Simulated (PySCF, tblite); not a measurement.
# C₃H₉FO₂Si₂: geometry, infrared bands and NMR shifts

What infrared bands and NMR shifts should C₃H₉FO₂Si₂ (`C[C@@H](F)[Si@@H](C=O)O[SiH3]`) show?

The runs use tblite 0.8.0 and PySCF 2.14.0, with density-fitted response routines of our own; the level of theory stands in each step. All values are computed, except where a source is named. Atoms count from 0, in the outputs and in this text.

## (1) Starting geometry

17 atoms, charge 0, multiplicity 1; geometry from: force field or distance geometry start.

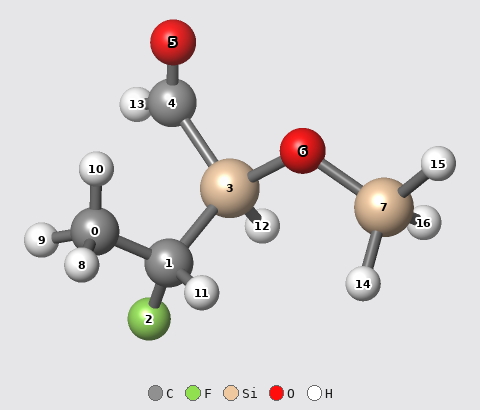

The starting geometry (carbon grey, fluorine green, silicon light orange, oxygen red, hydrogen white), atoms numbered.

## (2) Relaxing the molecule with GFN2-xTB

The job: settings as JSON, then the geometry in Å.

```
{"job": {"kind": "relax", "xc": "GFN2-xTB", "basis": "xTB"}, "charge": 0, "multiplicity": 1}
C     -2.221800    -0.602900    -0.049300
C     -0.945500    -0.451800    -0.817900
F     -1.246700     0.053000    -2.060600
Si     0.281600     0.679000    -0.025600
C     -0.511900     1.920800     1.097700
O     -0.487000     1.746300     2.299300
O      1.451400    -0.111700     0.921200
Si     2.731300    -0.827600     0.067500
H     -2.596500    -1.640300    -0.190100
H     -3.057000     0.065600    -0.433700
H     -2.146800    -0.450800     1.042400
H     -0.523900    -1.460100    -0.968100
H      0.918900     1.433500    -1.117400
H     -1.000000     2.810400     0.716800
H      2.208000    -1.835400    -0.869200
H      3.606200    -1.462100     1.090100
H      3.532700     0.146200    -0.713100
```

On the command line:

```sh
$ OMP_NUM_THREADS=1 python probes_run.py task.json out
```

One launch serves the whole session: the jobs run in the order shown.

**Question.** This job is followed by: GFN2-xTB harmonic vibrations, gas phase; GIAO PBE0/pcSseg-1 NMR shielding, non-relativistic, gas phase. Predict these results of the whole session: strongest single infrared mode (GFN2-xTB); zero-point energy (GFN2-xTB); 13C shifts against TMS (PBE0/pcSseg-1); 1H shifts against TMS (PBE0/pcSseg-1, means over atoms taken as alike); 19F shifts against CFCl3 (PBE0/pcSseg-1); 29Si shifts against TMS (PBE0/pcSseg-1); 17O shifts against H2O (PBE0/pcSseg-1).

**Answer**, as computed:

| quantity | value |
| --- | --- |
| strongest single infrared mode (GFN2-xTB) | 2301 cm⁻¹, 463 km/mol |
| zero-point energy (GFN2-xTB) | 70.2 kcal/mol |
| 13C shifts against TMS (PBE0/pcSseg-1) | 253.6, 87.7, 19.9 ppm |
| 1H shifts against TMS (PBE0/pcSseg-1, means over atoms taken as alike) | 12.33, 5.19, 5.11, 5.03, 1.52 ppm |
| 19F shifts against CFCl3 (PBE0/pcSseg-1) | -258.6 ppm |
| 29Si shifts against TMS (PBE0/pcSseg-1) | -32.4, -44.2 ppm |
| 17O shifts against H2O (PBE0/pcSseg-1) | 931.7, 3.0 ppm |

Relaxing lowered the energy by 0.909 eV in 266 steps; the close pair that moved most is Si3–O6, from 1.700 to 1.606 Å. All 45 modes are real, so the xTB geometry is a minimum. Unscaled tight-binding wavenumbers are off by several per cent, some by more. Its intensities can rank the bands wrongly. At PBE0/pcSseg-1: Shielding is most anisotropic at O5 (span 2097 ppm, paramagnetic term -996 ppm).
